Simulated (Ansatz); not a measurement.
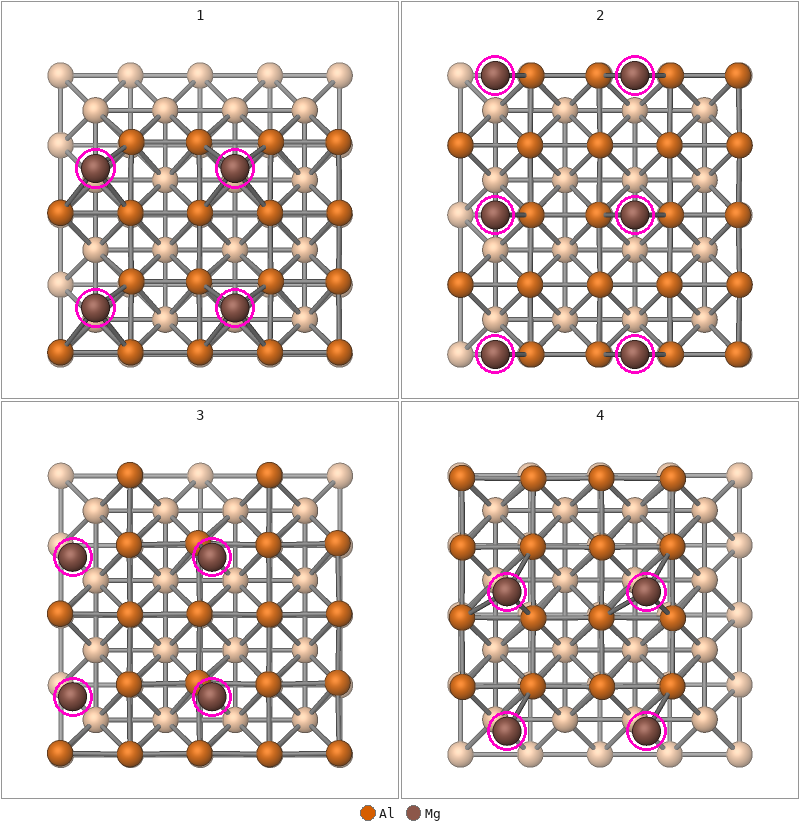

Mg on an Al(100) slab cut from the Fm-3m phase, its upper half relaxed before the scan (12 atoms of substrate and one adsorbate in a 2 × 2 cell). Mg is moved over the surface cell; relaxed at each place: the height of the adsorbate's atoms and the top layer of the substrate; the origin of the map has the adsorbate above Al9. Places are given modulo a cell vector. The map is drawn in real space over the plane of the surface. The scan uses a 6 × 6 grid; 10 points were computed and 26 follow by symmetry. Places are given in fractions of the 1 × 1 surface cell. Energies are in eV, from the lowest grid point. Method: DFT LDA, scalar-relativistic, plane waves, PAW (Ansatz). Settings: cutoff 420 eV, k-mesh 5×5×1, gaussian smearing 0.1 eV, no spin polarisation.

The numbered pictures are structures from this grid. Rings mark the moved atoms.

Which is the most stable, and how do the others follow?

Answer. 1, at (3/6, 4/6) of the cell vectors [nearest 2 Al at 2.74 Å]: 0.095 eV; 4, at (4/6, 2/6) of the cell vectors [nearest 1 Al at 2.66 Å]: 0.181 eV; 2, at a bridge site between two Al atoms, (3/6, 0/6) of the cell vectors: 0.369 eV; 3, at (1/6, 5/6) of the cell vectors [nearest 1 Al at 2.63 Å]: 0.475 eV.

The map, with the structures marked:

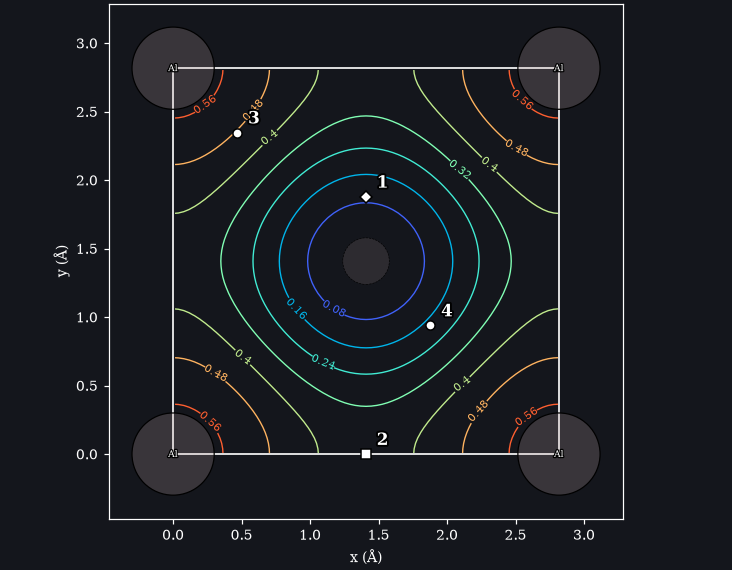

The picture shows contour lines labelled in eV, labelled circles for the atoms of the top layer and small ones for the second layer, the outline of one cell of the plane. Between grid points the surface is interpolated.

PAW datasets: the set soft_1.
